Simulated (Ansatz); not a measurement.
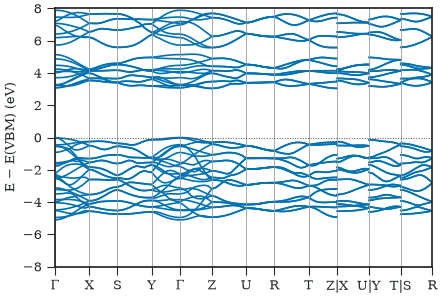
Band structure from the program Ansatz at the r²SCAN level (PAW)

Task: Read off the gap and where the band edges lie.

Result: About 3.0 eV (3.05 eV by a search for the band edges); maximum at Γ, minimum at Z.

The material is TiO2 in space group Pbcn (No. 60; Ti on 4c, O on 8d).

This is a known high-pressure phase of the composition, computed here at zero pressure and temperature. Symmetry was held in the r²SCAN relaxation; its stability against distortions is not shown here. No spin polarisation was allowed.

Potentials: the later of the program's two PAW sets.
